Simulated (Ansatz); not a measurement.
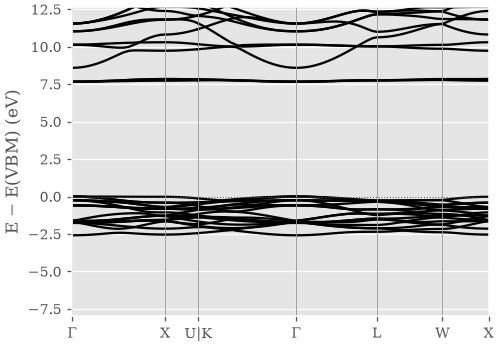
Band structure from DFT-r²SCAN in the program Ansatz with PAW potentials

Task: Read off the gap and where the band edges lie.

Result: About 7.7 eV (7.67 eV by a search for the band edges); maximum at Γ, minimum at Γ.

The material is K₂LiScF₆ in space group Fm-3m (No. 225; K on 8c, Li on 4b, Sc on 4a, F on 24e).

The first step of the workflow began from a Materials Project structure, measured or hypothetical; the Crystallography Open Database copy checked does not list it. Whether it is the stable phase at ambient conditions was not checked. The r²SCAN relaxation kept the symmetry of its start; whether a distortion lowers the energy is not shown. No spin polarisation was allowed.

Potentials: the later of the program's two PAW sets.
